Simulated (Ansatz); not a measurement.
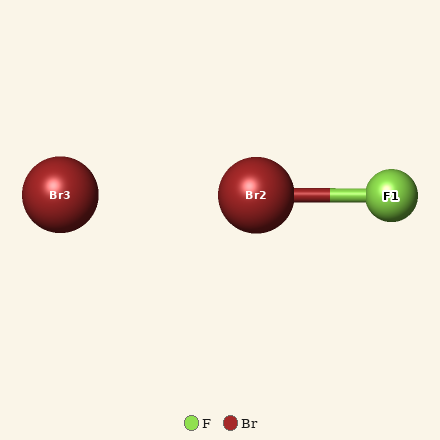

The system is the pair BrF···Br, charge −1; the picture shows the reference structure. First axis: separation of Br2 and F1 along their line in the relaxed pair. Second axis: sideways slip of F1. Nothing is relaxed (both partners rigid). The scan uses a 15 × 15 grid; 120 points were computed and 105 follow by symmetry. Points are written as (first, second). Energies are in kJ/mol, from the lowest grid point. All numbers below come from Ansatz, RHF/def2-SVPD.

Its coordinates:

```xyz
3

F     0.0008    0.0106   -2.1571
Br    0.0001    0.0014   -0.2818
Br   -0.0009   -0.0121    2.4388
```

Range: separation of Br2 and F1 along their line in the relaxed pair from 1.575 to 4.175 Å; sideways slip of F1 from −2.200 to 2.200 Å.

Predict the map.

Answer. The lowest grid point is at (1.876 Å, 0.000 Å). No other kind of well shows on this grid. The highest grid point, (4.175 Å, −2.200 Å), lies 255 kJ/mol above the lowest.

```csv
"second ↓, first →",1.575,1.640,1.746,1.876,2.025,2.190,2.369,2.560,2.763,2.976,3.199,3.430,3.671,3.919,4.175
2.200,213,213,213,215,217,220,225,229,234,238,242,246,249,252,255
1.886,183,183,185,188,193,200,207,215,222,229,235,240,245,249,252
1.571,137,139,144,151,161,172,185,197,208,218,227,234,240,245,249
1.257,85,88,94,106,121,139,158,176,192,206,218,227,235,242,247
0.943,52,47,49,60,79,103,129,154,175,194,209,221,231,238,244
0.629,60,37,21,25,43,72,103,134,161,184,202,216,227,236,242
0.314,99,53,15,5,20,50,85,120,151,176,197,212,225,234,241
0.000,122,65,16,0,13,43,79,115,147,174,195,211,224,233,241
−0.314,99,53,15,5,20,50,85,120,151,176,197,212,225,234,241
−0.629,60,37,21,25,43,72,103,134,161,184,202,216,227,236,242
−0.943,52,47,49,60,79,103,129,154,175,194,209,221,231,238,244
−1.257,85,88,94,106,121,139,158,176,192,206,218,227,235,242,247
−1.571,137,139,144,151,161,172,185,197,208,218,227,234,240,245,249
−1.886,183,183,185,188,193,200,207,215,222,229,235,240,245,249,252
−2.200,213,213,213,215,217,220,225,229,234,238,242,246,249,252,255
```

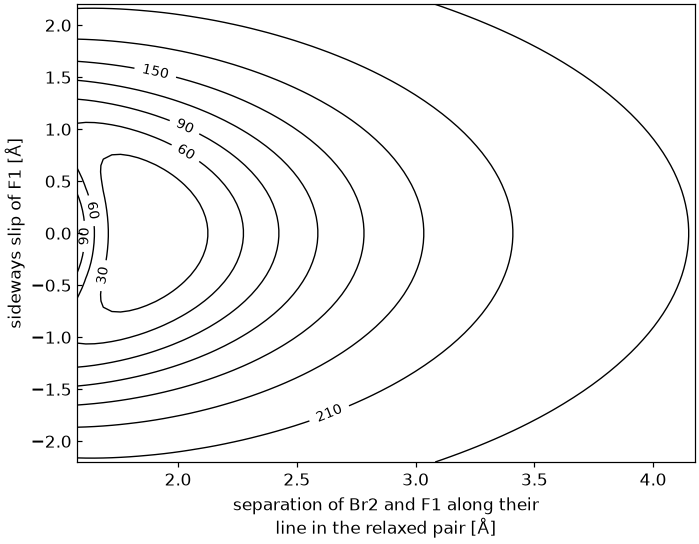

In the figure: contour lines labelled in kJ/mol. Between grid points the surface is interpolated.

The whole map (120 points run) took 7.4 min on 1 thread of Arm Neoverse V1, with other jobs on the host.
